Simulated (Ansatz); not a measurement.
**Cl₂H₄N₂Ti: density, localisation and related maps**

```csv
atom,x (Å),y (Å),z (Å)
Ti,0.0084,-0.0110,-0.0026
N,0.0614,-0.0031,1.8612
H,-0.7954,-0.0191,2.4292
H,0.8900,0.0150,2.4634
N,1.7870,0.0221,-0.5351
H,2.3325,-0.8134,-0.7785
H,2.2977,0.8755,-0.7916
Cl,-1.0283,1.8252,-0.7063
Cl,-0.9586,-1.8913,-0.6890
```

Computed with RKS PBE/def2-SVP (Ansatz).

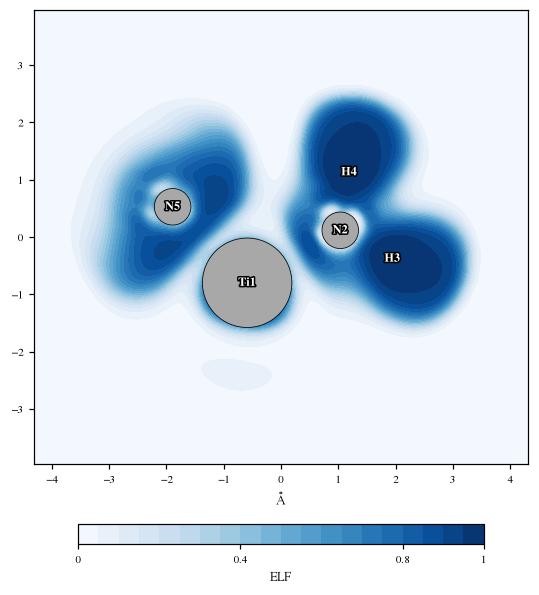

Figure 1. Electron localisation function on the plane of atoms N2, Ti1 and N5. Grey discs cover the atomic cores.

Read the bonding off the picture.

Atoms in the plane: Ti, N and H. Ti–N (1.86 Å): the ELF peaks at about 0.90 in the valence shell of N, 0.6 Å from its nucleus, and is about 0.30 at the midpoint. N–H (1.02 Å): the ELF climbs to about 1 towards the hydrogen, as it does in any bond to H (a covalent bond by its length).

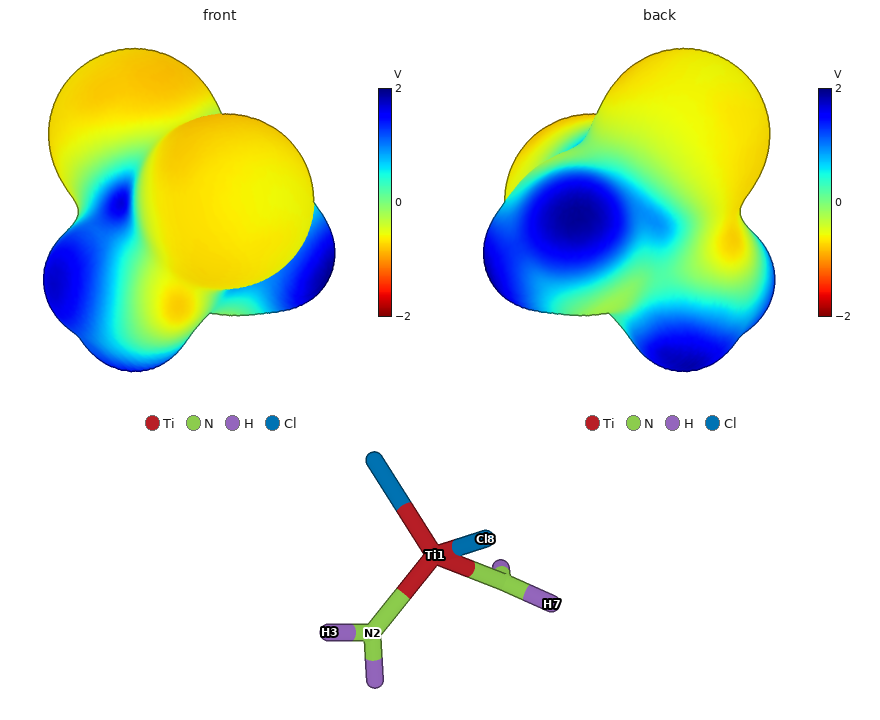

Figure 2. The electrostatic potential painted on the density surface at 0.002 e/bohr³, seen from the front and from behind; red is negative and blue positive. The bare structure is drawn below in the same view.

Which sites attract a positive test charge, and which a negative one?

A positive charge is drawn to the negative regions and a negative charge to the positive ones. The most negative region (about −0.8 V) lies over Cl8 and Cl9, the most positive (about +1.9 V) over H6 and H7.

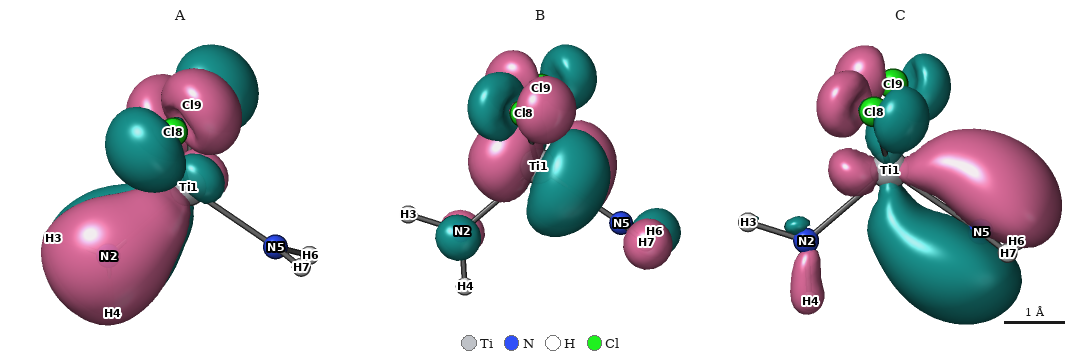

Figure 3. Three frontier orbitals at ±0.1 Å⁻³ᐟ² (teal and pink are the two phases), in no order.

Which picture is the HOMO−1, the HOMO and the LUMO?

C is the HOMO−1 (−6.63 eV). It lies mainly on N5 (about 65 %) and Ti1 (about 15 %). A is the HOMO (−6.18 eV). It lies mainly on N2 (about 55 %), Cl8 (about 15 %), Cl9 (about 15 %) and Ti1 (about 10 %). B is the LUMO (−3.03 eV). By Hirshfeld shares it lies mainly on Ti1 (about 75 %), Cl8 (about 5 %) and Cl9 (about 5 %).

What is the HOMO–LUMO gap?

3.15 eV between the orbital energies.
